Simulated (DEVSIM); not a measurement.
Structure: W/La2O3/SiO2/p-Si capacitor, at 400 K.

```tsv
layer (left to right)	material	thickness (nm)	Na (cm⁻³)
1	La2O3	16.0	-
2	SiO2	1.30	-
3	Si	6300	8.4e15
```

Metal gate on the left, work function 4.6 eV. Fixed charge at the semiconductor interface 0 cm⁻² (in units of +e); no interface traps.

This is a model device: material constants are rounded textbook-type values typed into the input, and sizes, dopings and lifetimes were drawn at random. Values at 300 K; Nc and Nv go as T^1.5, mobilities as T to minus their exponent, the gap by Varshni's rule with the affinity fixed.

```csv
parameter,La2O3,SiO2,Si
gap (eV),5.8,9,1.124
affinity (eV),1.8,0.9,4.05
permittivity,27,3.9,11.7
Nc (cm⁻³),-,-,2.86e19
Nv (cm⁻³),-,-,3.1e19
Varshni α (eV/K),-,-,0.000473
Varshni β (K),-,-,636
```

Simulated with DEVSIM: 1D Poisson equation in equilibrium, Boltzmann statistics, complete ionisation; no quantum confinement or tunnelling. Metal contacts follow the ideal Schottky-Mott rule: no Fermi-level pinning, no interface dipoles.

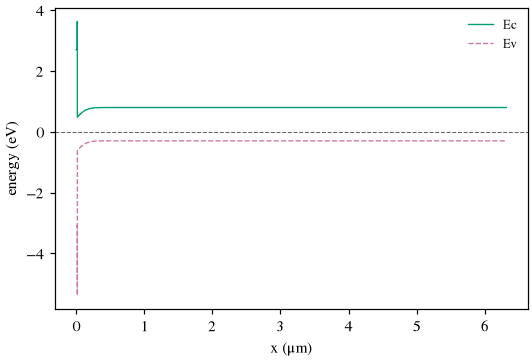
Figure: Band edges at 0.1 V on the gate

Energies count from the Fermi level of the right contact; mesh points crowd at the junctions.

| x (μm) | Ec (eV) | Ev (eV) | n (cm⁻³) | p (cm⁻³) | field (V/cm) |
|---|---|---|---|---|---|
| 0.000 | 2.700 | -3.100 | < 1e2 | < 1e2 | 12000 |
| 0.001700 | 2.702 | -3.098 | < 1e2 | < 1e2 | 12000 |
| 0.005516 | 2.707 | -3.094 | < 1e2 | < 1e2 | 12000 |
| 0.01163 | 2.714 | -3.086 | < 1e2 | < 1e2 | 12000 |
| 0.01545 | 2.718 | -3.082 | < 1e2 | < 1e2 | 12000 |
| 0.01652 | 3.623 | -5.377 | < 1e2 | < 1e2 | 82000 |
| 0.01730 | 0.479 | -0.617 | 4.0e13 | 8.0e11 | 43000 |
| 0.02021 | 0.487 | -0.609 | 3.2e13 | 1.0e12 | 27000 |
| 0.02664 | 0.504 | -0.592 | 1.9e13 | 1.7e12 | 26000 |
| 0.04420 | 0.548 | -0.548 | 5.5e12 | 5.9e12 | 24000 |
| 0.08861 | 0.640 | -0.456 | 3.8e11 | 8.6e13 | 18000 |
| 0.2701 | 0.789 | -0.307 | 5.0e9 | 6.4e15 | 1700 |
| 0.6720 | 0.798 | -0.298 | 3.8e9 | 8.4e15 | ≈ 0 |
| 1.710 | 0.798 | -0.298 | 3.8e9 | 8.4e15 | ≈ 0 |
| 4.663 | 0.798 | -0.298 | 3.8e9 | 8.4e15 | ≈ 0 |
| 5.678 | 0.798 | -0.298 | 3.8e9 | 8.4e15 | ≈ 0 |
| 6.070 | 0.798 | -0.298 | 3.8e9 | 8.4e15 | ≈ 0 |
| 6.222 | 0.798 | -0.298 | 3.8e9 | 8.4e15 | ≈ 0 |
| 6.291 | 0.798 | -0.298 | 3.8e9 | 8.4e15 | ≈ 0 |
| 6.308 | 0.798 | -0.298 | 3.8e9 | 8.4e15 | ≈ 0 |
| 6.314 | 0.798 | -0.298 | 3.8e9 | 8.4e15 | ≈ 0 |
| 6.317 | 0.798 | -0.298 | 3.8e9 | 8.4e15 | ≈ 0 |
